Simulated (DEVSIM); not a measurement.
Structure: Mo/Al2O3/SiO2/p-Si capacitor, at 300 K.

| layer (left to right) | material | thickness (nm) | Na (cm⁻³) |
|---|---|---|---|
| 1 | Al2O3 | 23.0 | - |
| 2 | SiO2 | 0.520 | - |
| 3 | Si | 350 | 2.7e18 |

Metal gate on the left, work function 4.6 eV. Fixed charge at the semiconductor interface 0 cm⁻² (in units of +e); no interface traps.

The device is made up for the run: typed textbook-type constants, with dimensions and the other settings drawn at random. Values at 300 K.

| parameter | Al2O3 | SiO2 | Si |
|---|---|---|---|
| gap (eV) | 6.8 | 9 | 1.124 |
| affinity (eV) | 1.35 | 0.9 | 4.05 |
| permittivity | 9 | 3.9 | 11.7 |
| Nc (cm⁻³) | - | - | 2.86e19 |
| Nv (cm⁻³) | - | - | 3.1e19 |

DEVSIM, 1D Poisson equation in equilibrium, Boltzmann statistics, complete ionisation; no quantum confinement or tunnelling. Metal contacts follow the ideal Schottky-Mott rule: no Fermi-level pinning, no interface dipoles.

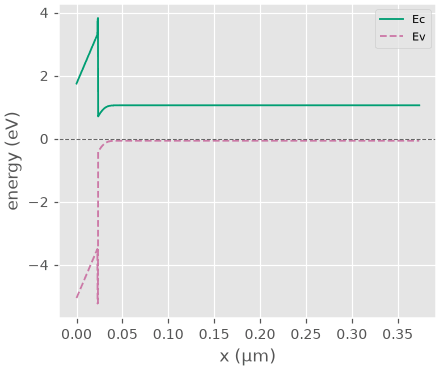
Figure: Band edges at 1.5 V on the gate

Energies count from the Fermi level of the right contact; mesh points crowd at the junctions.

```tsv
x (μm)	Ec (eV)	Ev (eV)	n (cm⁻³)	p (cm⁻³)	field (V/cm)
0.000	1.750	-5.050	< 1e2	< 1e2	680000
0.001158	1.829	-4.971	< 1e2	< 1e2	680000
0.003212	1.970	-4.830	< 1e2	< 1e2	680000
0.007243	2.245	-4.555	< 1e2	< 1e2	680000
0.01594	2.840	-3.960	< 1e2	< 1e2	680000
0.01975	3.100	-3.700	< 1e2	< 1e2	680000
0.02189	3.247	-3.553	< 1e2	< 1e2	680000
0.02320	3.804	-5.196	< 1e2	< 1e2	1600000
0.02356	0.706	-0.418	3.9e7	3.0e12	520000
0.02480	0.768	-0.356	3500000	3.3e13	470000
0.02732	0.874	-0.250	60000	2.0e15	370000
0.03469	1.035	-0.089	120	1.0e18	89000
0.04737	1.061	-0.063	< 1e2	2.7e18	760
0.07309	1.061	-0.063	< 1e2	2.7e18	≈ 0
0.1483	1.061	-0.063	< 1e2	2.7e18	≈ 0
0.2530	1.061	-0.063	< 1e2	2.7e18	≈ 0
0.3147	1.061	-0.063	< 1e2	2.7e18	≈ 0
0.3441	1.061	-0.063	< 1e2	2.7e18	≈ 0
0.3628	1.061	-0.063	< 1e2	2.7e18	≈ 0
0.3688	1.061	-0.063	< 1e2	2.7e18	≈ 0
0.3717	1.061	-0.063	< 1e2	2.7e18	≈ 0
0.3735	1.061	-0.063	< 1e2	2.7e18	≈ 0
```
